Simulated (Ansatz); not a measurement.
C18H12 (SMILES c1ccc2c(c1)ccc1c3ccccc3ccc21)

Input

```
crystal:
  periodic: [false, false, false]
  atoms:
    - {symbol: C, position_ang: [-0.761069, 4.575326, -0.019775]}
    - {symbol: C, position_ang: [-0.529037, 4.077693, 1.269181]}
    - {symbol: C, position_ang: [-0.285153, 2.742214, 1.467334]}
    - {symbol: C, position_ang: [-0.259714, 1.833234, 0.391786]}
    - {symbol: C, position_ang: [-0.495033, 2.344194, -0.907230]}
    - {symbol: C, position_ang: [-0.743166, 3.717343, -1.087030]}
    - {symbol: C, position_ang: [-0.476113, 1.455957, -2.012466]}
    - {symbol: C, position_ang: [-0.236913, 0.133129, -1.845102]}
    - {symbol: C, position_ang: [0.004774, -0.424508, -0.559916]}
    - {symbol: C, position_ang: [0.258888, -1.833369, -0.391693]}
    - {symbol: C, position_ang: [0.286672, -2.741962, -1.467510]}
    - {symbol: C, position_ang: [0.532178, -4.077170, -1.269541]}
    - {symbol: C, position_ang: [0.763682, -4.574893, 0.019476]}
    - {symbol: C, position_ang: [0.743286, -3.717322, 1.087018]}
    - {symbol: C, position_ang: [0.493664, -2.344419, 0.907386]}
    - {symbol: C, position_ang: [0.472989, -1.456473, 2.012822]}
    - {symbol: C, position_ang: [0.233864, -0.133634, 1.845455]}
    - {symbol: C, position_ang: [-0.006767, 0.424178, 0.560147]}
    - {symbol: H, position_ang: [-0.952861, 5.631618, -0.168058]}
    - {symbol: H, position_ang: [-0.541909, 4.751935, 2.117798]}
    - {symbol: H, position_ang: [-0.110171, 2.394725, 2.476546]}
    - {symbol: H, position_ang: [-0.920642, 4.084425, -2.092467]}
    - {symbol: H, position_ang: [-0.658013, 1.857692, -3.003596]}
    - {symbol: H, position_ang: [-0.231540, -0.507912, -2.715845]}
    - {symbol: H, position_ang: [0.112850, -2.394288, -2.476859]}
    - {symbol: H, position_ang: [0.546883, -4.751106, -2.118371]}
    - {symbol: H, position_ang: [0.957203, -5.630898, 0.167556]}
    - {symbol: H, position_ang: [0.920102, -4.084512, 2.092533]}
    - {symbol: H, position_ang: [0.653739, -1.858399, 3.004084]}
    - {symbol: H, position_ang: [0.227335, 0.507211, 2.716334]}
basis:
  gaussian: {orbitals: def2-TZVPP}
hamiltonian: {xc: pbe0, dispersion: d4}
output: {orbitals: {seedname: orbitals}}
```

Run with:

```sh
ansatz run in.yaml --threads 11 --pin off --events-out ev --progress --plain --max-ram 174080MiB --backend cuda --devices 0, --max-vram 75GiB
```

Geometry: PBE0-D4/def2-TZVP.

All numbers below come from RKS PBE0-D4/def2-TZVPP (Ansatz 0.2.0).

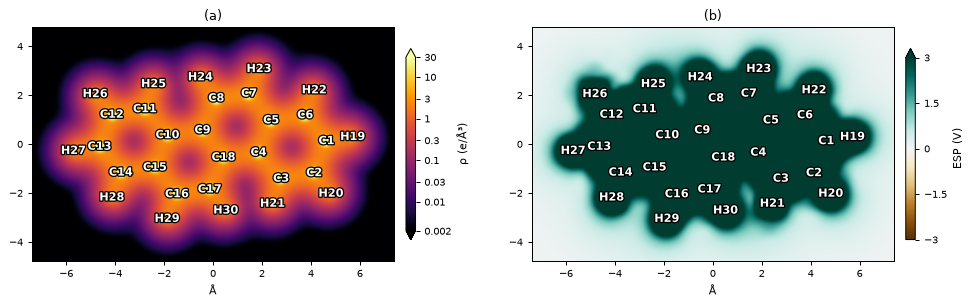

Figure 1. (a) electron density; (b) electrostatic potential on the molecular plane.

### What does the map show?

Atoms in the plane: C and H. C–C (1.35 Å): the density is about 2.3 e/Å³ at the midpoint. C–H (1.08 Å): ρ at the midpoint is about 2.1 e/Å³. C–C (1.40 Å): the density is about 2.1 e/Å³ at the midpoint. C–C (1.44 Å): ρ is about 1.9 e/Å³ halfway. The potential has no marked negative region in this plane.

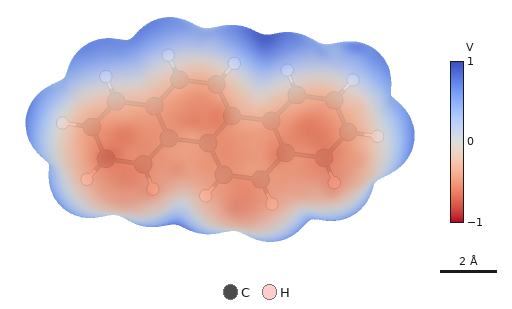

Figure 2. The molecular electrostatic potential painted on the density surface at 0.001 e/bohr³, seen at a tilt; the colour scale runs from red (negative) to blue (positive).

### Where is the surface potential most negative and most positive?

The most negative region (about −0.6 V) lies over the π face of the C atoms, the most positive (about +0.9 V) over H21, H24, H25 and H30.

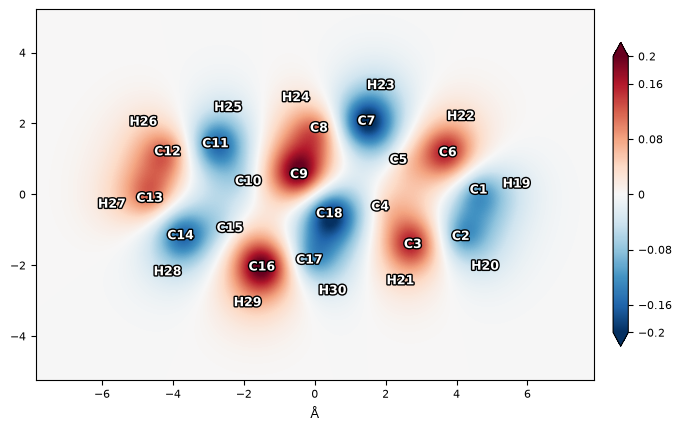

Figure 3. The LUMO on a plane 0.8 Å above the molecular plane (values in Å⁻³ᐟ²; the overall sign is arbitrary).

### Describe this orbital and give its energy.

No atom holds more than about 10 % of it (Hirshfeld); by element the shares are C 95 % and H 5 %; it changes sign across the molecular plane (π type); it is gerade (even under inversion); π-antibonding (a node) across C9–C18. Its energy is −1.45 eV.
